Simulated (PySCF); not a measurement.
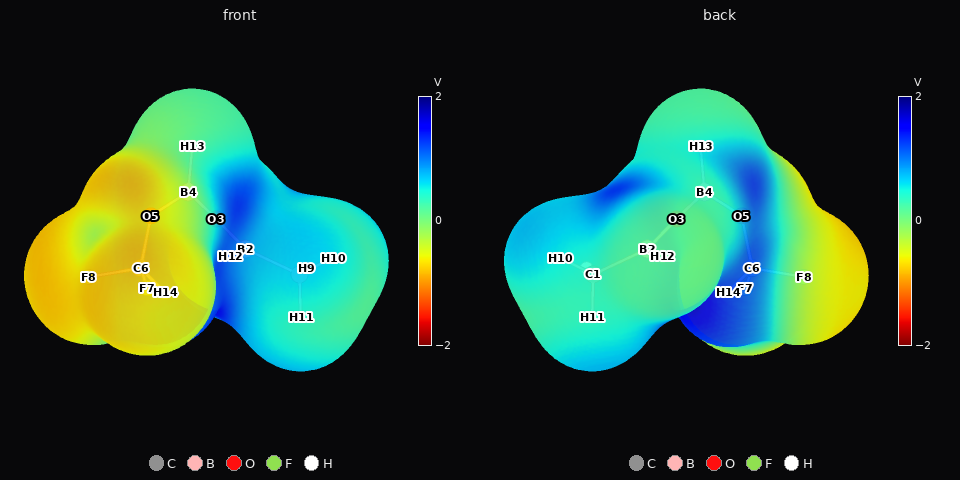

C₂H₆B₂F₂O₂. The molecular electrostatic potential painted on the density surface at 0.001 e/bohr³, seen from the front and from behind; red is negative and blue positive.

Geometry: GFN2-xTB.

Computed with CAM-B3LYP/def2-SVPD, SCF density, gas phase (PySCF 2.14.0).

```yaml
atoms:
  - { symbol: C, position_ang: [-2.3205, 0.1279, 0.0360] }
  - { symbol: B, position_ang: [-1.1905, -0.9297, 0.3923] }
  - { symbol: O, position_ang: [-0.1330, -0.5753, 1.0857] }
  - { symbol: B, position_ang: [0.9178, -0.1290, 1.7150] }
  - { symbol: O, position_ang: [2.0170, 0.3816, 1.0484] }
  - { symbol: C, position_ang: [2.1028, 0.4844, -0.2849] }
  - { symbol: F, position_ang: [2.3539, 1.7666, -0.6364] }
  - { symbol: F, position_ang: [3.1579, -0.2283, -0.7425] }
  - { symbol: H, position_ang: [-2.0577, 1.1429, 0.3236] }
  - { symbol: H, position_ang: [-3.2489, -0.1297, 0.5423] }
  - { symbol: H, position_ang: [-2.5461, 0.1223, -1.0280] }
  - { symbol: H, position_ang: [-1.2807, -2.0563, 0.0532] }
  - { symbol: H, position_ang: [1.0177, -0.1317, 2.8809] }
  - { symbol: H, position_ang: [1.2094, 0.1540, -0.8476] }
```

> Describe the electrostatic potential map.

The most negative region (about −0.8 V) lies over O5, F7 and F8, the most positive (about +1.6 V) over B2 and H14.
